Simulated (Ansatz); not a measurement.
# NaMgI3 (built on the sites of a database entry of CsMgF3): phonons and vibrational spectra, part 2 of 2

Wanted: vibrations and spectra of NaMgI3 (built on the sites of a database entry of CsMgF3); the cell is already relaxed. After the zone centre comes a 2×2×2 q mesh on a 4×4×4 k mesh.

Ansatz 0.2.0; DFT r2SCAN, scalar-relativistic, plane waves, PAW.

So far. Step 2 (Linear response at the zone centre): Before it was imposed, the acoustic sum rule was missed by 2.2e-4 eV/Å² and the charge sum rule by 0.011 e. Small misses are needed for a sound result but don't prove that mesh and cutoff are converged. The lowest optical mode is imaginary, 76.2i cm⁻¹, so the energy falls along it.

The structure was built from a prototype and need not be the compound's stable phase.

## Step 3: The dispersion

Stability and thermal properties need the whole zone. Linear response on a 2×2×2 q mesh gives force constants as far as a supercell of that size would, and the tensors from the zone-centre run are typed in so that the long-range dipole term is interpolated apart.

Input file input.yaml:

```yaml
crystal:
  lattice:
    - [5.7884207145, 0.0, 0.0]
    - [0.0, 5.7884207145, 0.0]
    - [0.0, 0.0, 5.7884207145]
  atoms:
    - { symbol: Na, position: [0.0, 0.0, 0.0] }
    - { symbol: Mg, position: [0.5, 0.5, 0.5] }
    - { symbol: I, position: [0.0, 0.5, 0.5] }
    - { symbol: I, position: [0.5, 0.0, 0.5] }
    - { symbol: I, position: [0.5, 0.5, 0.0] }
kpoints:
  mp_grid: { grid: [4, 4, 4] }
hamiltonian:
  xc: r2scan
scf:
  occupations: { method: fixed }
output:
  eigenvalues: true
phonons:
  method: dfpt
  qmesh: [2, 2, 2]
  temperatures: { t_max: 1000, t_step: 50 }
  qpath:
    path:
      - [[0.0, 0.0, 0.0], [0.0, 0.5, 0.0], [0.5, 0.5, 0.0], [0.0, 0.0, 0.0], [0.5, 0.5, 0.5], [0.0, 0.5, 0.0]]
      - [[0.5, 0.5, 0.5], [0.5, 0.5, 0.0]]
    npoints: 10
  non_analytic_term:
    high_frequency_dielectric_tensor: [[3.5178, 0.0, 0.0], [0.0, 3.5178, 0.0], [0.0, 0.0, 3.5178]]
    born_effective_charges:
      - { species: Na, tensor: [[1.4138, 0.0, 0.0], [0.0, 1.4138, 0.0], [0.0, 0.0, 1.4138]] }
      - { species: Mg, tensor: [[2.6335, 0.0, 0.0], [0.0, 2.6335, 0.0], [0.0, 0.0, 2.6335]] }
      - { species: I, tensor: [[-2.3493, 0.0, 0.0], [0.0, -0.849, 0.0], [0.0, 0.0, -0.849]] }
      - { species: I, tensor: [[-0.849, 0.0, 0.0], [0.0, -2.3493, 0.0], [0.0, 0.0, -0.849]] }
      - { species: I, tensor: [[-0.849, 0.0, 0.0], [0.0, -0.849, 0.0], [0.0, 0.0, -2.3493]] }
    source: "zone-centre run at this cell"
```

The run is started by

```sh
$ ansatz run input.yaml --threads 8 --pin off --max-ram 14336MiB --backend cpu --events-out ev --progress --plain --runs-dir out
```

Numbers of over 12 decimals in the logs are rounded to 6 here.

The log of the run:

```text
[...]
Crystal: 5 atoms, lattice volume = 193.946 Å³
Basis set: ecut = 500 eV, 4945 PW (Γ), exchange–correlation on 360×360×360 points (512 copies of the dense FFT grid, shifted against one another)
Bands: 42, of which v1, the nominal top of the filled ones, is band 35 counted from 1 (34 counted from 0)
Symmetry: 48 space group operations
k-points: 30 of 64 (irreducible under 2 space group operations, time reversal used)
[...]
SCF iter   1: F=—  HF=-26004.620491 eV  |F-HF|=—  |Δ(HF+E_count)|=         —  Δρ=4.33e-3  dr2=2.25e-2  dr2_τ=2.33e-3  ethr=1.77e-3  ⟨swp⟩=5.9  Hψ=4279  notcnv=0  defer=136
[...]
SCF iter   9: F=-26004.651831 eV  HF=-26004.651831 eV  |F-HF|=1.46e-11  |Δ(HF+E_count)|=  2.91e-11  Δρ=6.21e-8  dr2=9.78e-12  dr2_τ=1.37e-13  ethr=1.00e-12  ⟨swp⟩=17.4  Hψ=8591  notcnv=0
SCF 1 converged in 9 iterations: F = -26004.651831 eV  dr2 = 9.78e-12
[...]
NSCF: frozen V_eff on 10 k-points
[...]
SCF converged after 9 iterations
Free energy (F): -26004.651831 eV
[...]
Internal energy: -26004.651831 eV  (E = F + TS)
E sigma→0 (E₀):  -26004.651831 eV
Fermi energy:    3.358528 eV
[...]
--- Band table (eV; the first three rows and the last of 30) ---
  k-point 0: bands = [... 31 lower, 2.4704, 2.7895, 2.7895, 2.7895, 5.1810, 6.4972, 9.2830, 9.2830, ... 3 higher]
  k-point 1: bands = [... 31 lower, 2.2680, 2.3526, 2.6984, 2.6984, 5.9637, 7.2605, 9.2427, 9.4577, ... 3 higher]
  k-point 2: bands = [... 31 lower, 1.9767, 2.2429, 2.6801, 2.6801, 7.3337, 7.8168, 8.5482, 9.6993, ... 3 higher]
  k-point 29: bands = [... 31 lower, 2.2746, 3.3585, 3.3585, 3.3585, 6.5699, 8.4683, 8.4683, 8.4683, ... 3 higher]
[...]
ASR residual: 8.390e-5 → 0.000e0 eV/Å²; symmetrization residual: 7.705e-6 eV/Å²
  ASR residual per site (eV/Å²): 7.00e-5 8.39e-5 4.68e-5 4.68e-5 4.68e-5
[...]
--- Phonons (arbitrary-q DFPT): 4 irreducible q on the 2×2×2 mesh ---
  q = [0.0000, 0.0000, 0.0000] (star 1, of the zone-centre solve; hermiticity 3.35e-6, symmetrization 6.32e-8): -76.25 -76.25 -76.25 -0.00 0.00 0.00 17.48 17.48 17.48 61.46 61.46 61.46 162.66 162.66 162.66
  q = [0.0000, 0.0000, -0.5000] (star 3, 9 solved perturbations in 216 linear systems a pass and spin channel, the states on 27 of 64 k-point pairs; hermiticity 7.52e-6, symmetrization 2.19e-11): -71.49 -71.49 9.21 9.21 20.59 37.17 37.68 37.68 44.12 65.73 65.73 121.25 162.37 162.37 209.34
[...]
sum rule: each row above includes the acoustic sum rule's correction from the zone centre's row sums; it moved no ω² by more than (0.97 cm⁻¹)²
  mesh force constants: q→R imaginary residual 3.55e-18; ASR residual 8.390e-5 → 0.000e0 eV/Å²; symmetrization residual 1.776e-15 eV/Å²
  interpolated dispersion: 63 rows × 15 modes
  density of states and harmonic sums: on the 12×12×12 q-mesh, interpolated from the force constants of a 2×2×2 supercell (with the dipole–dipole term of supplied tensors)
  largest difference from the sums on the solved wave vectors: F 3.17e-1 eV, S 3.98e-4 and C_V 8.94e-5 eV/K
  zero-point energy: 0.062814 eV/cell   skipped modes (ω ≤ 0): 388, of them read as no rigid motion or as one in doubt: 385 (4.693e0 modes/cell left out, lowest -76.25 cm⁻¹)   left out of the sums: 3.13e-1 of the cell's modes: C_V's classical limit lies that fraction below 3 k_B per atom; for a crystal, a wire or a layer, F and S can be off by more, and a phonons.interpolated_qmesh denser along its periods is the remedy for the sampling
```

Run time: 7.7 min. Hardware: 8 threads of Arm Neoverse V2, shared host; peak memory 13 GiB.

Numbers from this step:

```yaml
sum_rule_residual_before_enforcement: 8.39e-5 eV/Å²
lowest_frequency_on_the_path: -76.25 cm⁻¹
highest_frequency_on_the_path_or_at_a_solved_wavevector: 227.7 cm⁻¹
lowest_mode_on_the_q_mesh_acoustic_modes_at_gamma_apart: -76.25 cm⁻¹
```

Frequencies (cm⁻¹) solved at each irreducible wavevector; negative means imaginary. Frequencies by wavevector, by row:

| q in reciprocal lattice units | star | mode 1 | mode 2 | mode 3 | mode 4 | mode 13 | mode 14 | mode 15 |
| --- | --- | --- | --- | --- | --- | --- | --- | --- |
| 0 0 0 | 1 | -76.2 | -76.2 | -76.2 | 0 | 162.7 | 162.7 | 162.7 |
| 0 0 -0.5 | 3 | -71.5 | -71.5 | 9.2 | 9.2 | 162.4 | 162.4 | 209.3 |
| 0 -0.5 -0.5 | 3 | -66.6 | -66.6 | -64.8 | -48.1 | 162.3 | 218.4 | 218.4 |
| -0.5 -0.5 -0.5 | 1 | -73.8 | -73.8 | -73.8 | -48.1 | 225.2 | 225.2 | 225.2 |

Interpolated from a 2×2×2 q mesh, with the LO-TO term (at Γ the limit along the path; where Γ stands inside the path, tables give the limit on arrival). The phonon branches at the labelled points (cm⁻¹):

| point | branch 1 | branch 2 | branch 3 | branch 4 | branch 12 | branch 13 | branch 14 | branch 15 |
| --- | --- | --- | --- | --- | --- | --- | --- | --- |
| Γ | -76 | -76 | -44 | 0 | 73 | 163 | 163 | 228 |
| X | -72 | -72 | 9 | 9 | 121 | 162 | 162 | 209 |
| M | -67 | -67 | -65 | -48 | 128 | 162 | 218 | 218 |
| Γ | -76 | -76 | -44 | 0 | 73 | 163 | 163 | 228 |
| R | -74 | -74 | -74 | -48 | 139 | 225 | 225 | 225 |
| X | -72 | -72 | 9 | 9 | 121 | 162 | 162 | 209 |
| jump to R | -74 | -74 | -74 | -48 | 139 | 225 | 225 | 225 |
| M | -67 | -67 | -65 | -48 | 128 | 162 | 218 | 218 |

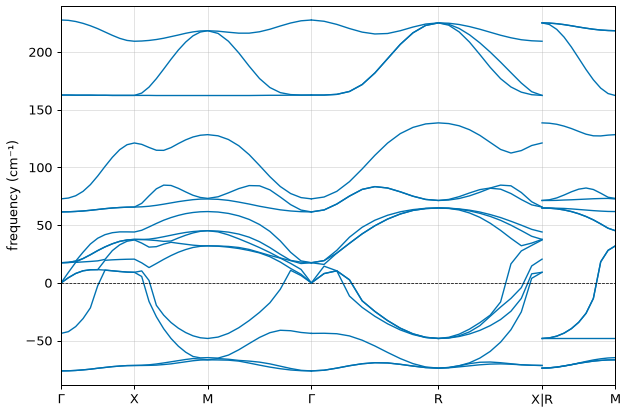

Phonon branches along the path.

Tetrahedra on a 12×12×12 mesh, mean over bins of 5 cm-1. Interpolated from a 2×2×2 q mesh. The phonon density of states by wavenumber; read off at these points:

| wavenumber (cm⁻¹) | phonon density of states (1/cm⁻¹/cell) |
| --- | --- |
| -78 | 0.00386 |
| -68 | 0.235 |
| -58 | 0.0267 |
| -42 | 0.0712 |
| -22 | 0.0449 |
| -8 | 0.0220 |
| 12 | 0.0552 |
| 32 | 0.0616 |
| 48 | 0.0947 |
| 58 | 0.101 |
| 68 | 0.0510 |
| 82 | 0.156 |
| 102 | 0.0130 |
| 118 | 0.0328 |
| 138 | 0.00323 |
| 158 | 0 |
| 162 | 0.0939 |
| 172 | 0.0392 |
| 192 | 0.0225 |
| 208 | 0.0210 |
| 218 | 0.140 |
| 228 | 0.00165 |

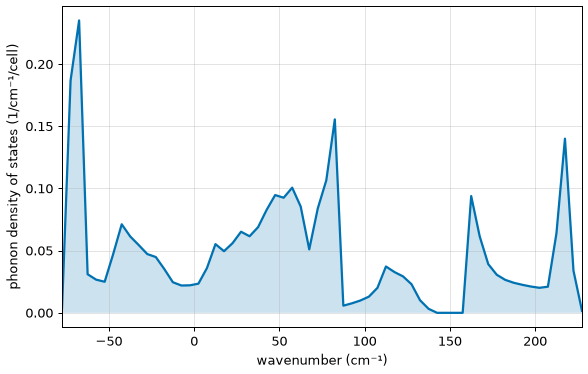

Phonon density of states against wavenumber.

The partial phonon density of states has structure finer than the step of the table below, so its rows give means over 20 cm⁻¹, whole bins alone (the curve runs from -86.2 to 243 cm⁻¹). Peaks (cm⁻¹: height): I -36.5: 0.0585, -22.0: 0.0677, 21.6: 0.0671, 58.9: 0.0978, 81.7: 0.124, 114.9: 0.0325, 164.6: 0.0263; Mg 73.4: 0.0154, 164.6: 0.0726, 197.8: 0.0277, 216.5: 0.113; Na -69.7: 0.255.

Phonopy on the run's constants, 11x11x11 mesh, Gaussian sigma 2.4 cm-1. Interpolated from a 2×2×2 q mesh. Partial phonon density of states against wavenumber; means over each step; values in 1/cm⁻¹/cell:

| wavenumber (cm⁻¹) | I | Mg | Na |
| --- | --- | --- | --- |
| -60 | 0.00835 | 6.2e-4 | 0.0685 |
| -40 | 0.0431 | 5.0e-4 | 0.0143 |
| -20 | 0.0381 | 8.0e-5 | 0.00364 |
| 0 | 0.0156 | 1.1e-4 | 4.0e-4 |
| 20 | 0.0560 | 6.0e-4 | 0.00338 |
| 40 | 0.0709 | 9.4e-4 | 0.00611 |
| 60 | 0.0771 | 0.00470 | 0.00297 |
| 80 | 0.0761 | 0.00869 | 0.00180 |
| 100 | 0.0115 | 0.00153 | 1.3e-4 |
| 120 | 0.0265 | 0.00240 | 2.0e-4 |
| 140 | 0.00389 | 1.5e-4 | 0 |
| 160 | 0.0105 | 0.0291 | 4.6e-5 |
| 180 | 0.00394 | 0.0242 | 2.1e-4 |
| 200 | 0.00111 | 0.0214 | 2.5e-4 |
| 220 | 0.00331 | 0.0548 | 0.00114 |

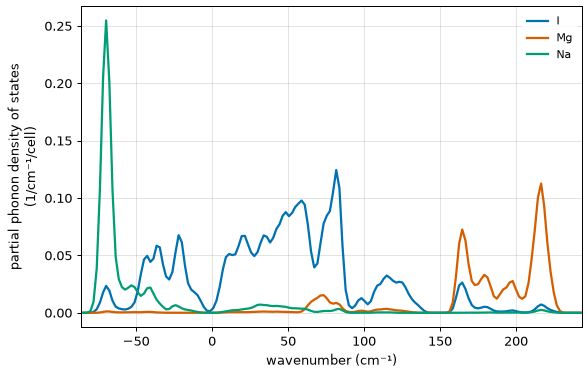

Partial phonon density of states, plotted against wavenumber.

Symmetry leaves 4 wavevectors to solve. The lowest mode among them, the acoustic zeros apart, lies at Γ and is imaginary, 76.2i cm⁻¹, so the energy falls along it.

## Step 4: Another isotope

An isotope changes the mass and not the force constants, so no new electronic calculation is needed; the shifts show which modes move this element.

The same force constants with the mass of Mg changed from 24.305 to 25.983 u (phonopy, no LO-TO term). Both lists are sorted by frequency; levels can cross, so a row need not hold one and the same mode. Modes under 3 cm⁻¹ are left out. Isotope shifts, by row, the first 40 of 57 rows:

| q | rank | natural mass (cm⁻¹) | changed mass (cm⁻¹) |
| --- | --- | --- | --- |
| 0 0 0 | 1 | -76.25 | -76.25 |
| 0 0 0 | 2 | -76.25 | -76.25 |
| 0 0 0 | 3 | -76.25 | -76.25 |
| 0 0 0 | 7 | 17.48 | 17.48 |
| 0 0 0 | 8 | 17.48 | 17.48 |
| 0 0 0 | 9 | 17.48 | 17.48 |
| 0 0 0 | 10 | 61.46 | 60.89 |
| 0 0 0 | 11 | 61.46 | 60.89 |
| 0 0 0 | 12 | 61.46 | 60.89 |
| 0 0 0 | 13 | 162.7 | 159.1 |
| 0 0 0 | 14 | 162.7 | 159.1 |
| 0 0 0 | 15 | 162.7 | 159.1 |
| 0 0 -0.5 | 1 | -71.49 | -71.49 |
| 0 0 -0.5 | 2 | -71.49 | -71.49 |
| 0 0 -0.5 | 3 | 9.21 | 9.2 |
| 0 0 -0.5 | 4 | 9.21 | 9.2 |
| 0 0 -0.5 | 5 | 20.59 | 20.59 |
| 0 0 -0.5 | 6 | 37.17 | 37.17 |
| 0 0 -0.5 | 7 | 37.68 | 37.68 |
| 0 0 -0.5 | 8 | 37.68 | 37.68 |
| 0 0 -0.5 | 9 | 44.12 | 44.12 |
| 0 0 -0.5 | 10 | 65.73 | 65.07 |
| 0 0 -0.5 | 11 | 65.73 | 65.07 |
| 0 0 -0.5 | 12 | 121.2 | 121.2 |
| 0 0 -0.5 | 13 | 162.4 | 158.7 |
| 0 0 -0.5 | 14 | 162.4 | 158.7 |
| 0 0 -0.5 | 15 | 209.3 | 202.5 |
| 0 -0.5 -0.5 | 1 | -66.6 | -66.57 |
| 0 -0.5 -0.5 | 2 | -66.6 | -66.57 |
| 0 -0.5 -0.5 | 3 | -64.75 | -64.75 |
| 0 -0.5 -0.5 | 4 | -48.1 | -48.1 |
| 0 -0.5 -0.5 | 5 | 32.07 | 32.07 |
| 0 -0.5 -0.5 | 6 | 32.07 | 32.07 |
| 0 -0.5 -0.5 | 7 | 45.2 | 45.19 |
| 0 -0.5 -0.5 | 8 | 45.2 | 45.19 |
| 0 -0.5 -0.5 | 9 | 61.78 | 61.78 |
| 0 -0.5 -0.5 | 10 | 72.72 | 72.04 |
| 0 -0.5 -0.5 | 11 | 73.24 | 73.24 |
| 0 -0.5 -0.5 | 12 | 128.4 | 128.4 |
| 0 -0.5 -0.5 | 13 | 162.3 | 158.4 |

A mode of this element alone would shift by -3.28 %. The highest zone-centre frequency without the field goes from 162.7 to 159.1 cm⁻¹ (-2.2 %).

## Step 5: Outcome

```
space group (within 0.01 Å)                             : Pm-3m
volume per atom                                         : 38.8 Å³
gap on the k-mesh                                       : 1.82 eV
highest optical mode at the zone centre (no LO-TO term) : 163 cm⁻¹
top of the zone-centre spectrum with the field          : 228 cm⁻¹
lowest optical zone-centre mode                         : -76.2 cm⁻¹
mean high-frequency dielectric constant                 : 3.52
largest Born charge (third of the trace)                : 2.63 e
lowest mode on the q mesh (acoustic modes at Γ apart)   : -76.2 cm⁻¹
highest frequency on the path or at a solved wavevector : 228 cm⁻¹
imaginary modes on the 2×2×2 q mesh                     : yes
```

In words: Modes are clearly imaginary (beyond 10i cm⁻¹) at 4 of the 4 irreducible wavevectors, most at Γ (76.2i cm⁻¹), so this structure is not a minimum of the energy. Without the field, the optical modes at Γ span -76 to 163 cm⁻¹ (negative means imaginary). The highest mode in this list at Γ, 162.7 cm⁻¹, has its largest share on Mg (67 % of the kinetic energy). With the macroscopic field of the longitudinal modes the top of the zone-centre spectrum lies at 228 cm⁻¹, against 163 cm⁻¹ without it. Among the real modes, the strongest infrared line is at 163 cm⁻¹. With the field response the log warns that the k mesh is coarse for the force constants too, so the frequencies may not be converged. Spin-orbit coupling is left out, which can matter for the heavy elements here. The starting cell was built on a prototype and not taken from a measurement, so the phase need not exist. These are harmonic frequencies at zero temperature: anharmonic shifts, linewidths and thermal expansion are left out.

[Logs are printed without paths, hosts, clocks, repeated set-up lines and the standing remarks that a program may print on its own settings, such as how far it seeks lower states.]

[Hosts, paths, dates, database ids (printed as entryN), source tags and the programs' standing remarks are cut or masked in the printed files.]
